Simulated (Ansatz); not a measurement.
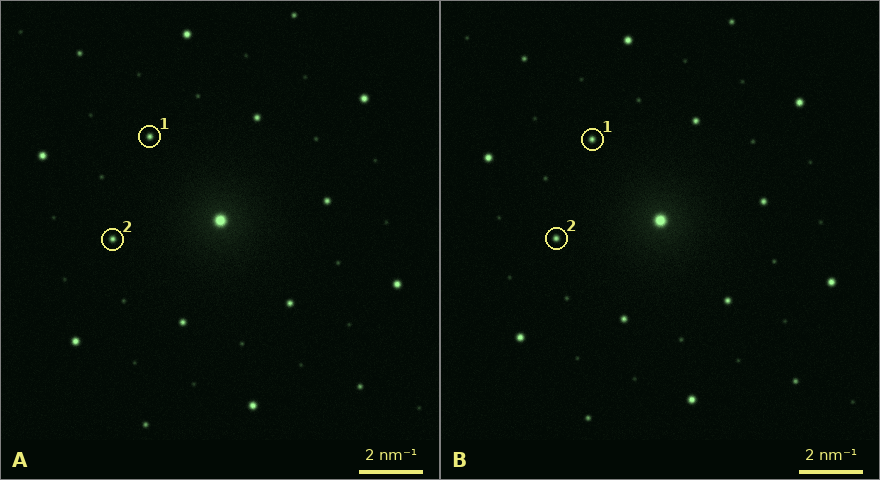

Kinematic electron diffraction patterns (300 kV, B = 0.5 Å², same scale) along [001] of the run's own cell, for the start and the end of one relaxation of Sn3O with DFT PBEsol, scalar-relativistic, plane waves, PAW (Ansatz 0.2.0). k mesh 6×6×6. The start is a generated model structure, and the relaxation ends in the nearest stationary point of its symmetry, not necessarily the ground state. Spot 1 is -2 1 0 and spot 2 is -1 -1 0 in both.

Start structure:

```yaml
crystal:
  lattice:
    - [5.96648, 0.00000, 0.00000]
    - [-2.98324, 5.16713, 0.00000]
    - [0.00000, 0.00000, 5.59869]
  atoms:
    - { symbol: Sn, position: [0.32747, 0.00000, 0.00000] }
    - { symbol: Sn, position: [0.32747, 0.32747, 0.50000] }
    - { symbol: Sn, position: [0.00000, 0.32747, 0.00000] }
    - { symbol: Sn, position: [0.67253, 0.00000, 0.50000] }
    - { symbol: Sn, position: [0.67253, 0.67253, 0.00000] }
    - { symbol: Sn, position: [0.00000, 0.67253, 0.50000] }
    - { symbol: O, position: [0.33333, 0.66667, 0.25000] }
    - { symbol: O, position: [0.66667, 0.33333, 0.75000] }
```

> Which pattern belongs to the start structure, and which to the relaxed one?

B is the start: its cell gives d(1) = 2.983 Å, d(2) = 2.983 Å and an angle of 60.0°. A is the relaxed structure, with d(1) = 2.887 Å (-3.2 %), d(2) = 2.887 Å (-3.2 %) and 60.0°.

> Summarise the relaxation behind the change.

The volume changed by +0.1 % to 21.60 Å³ an atom; the fractional coordinates hardly changed; the space group stayed P6_322 (No. 182); the free energy fell by 2.8 meV an atom. Relaxed cell: a = 5.774 Å, b = 5.774 Å, c = 5.984 Å, α = 90.00°, β = 90.00°, γ = 120.00°.
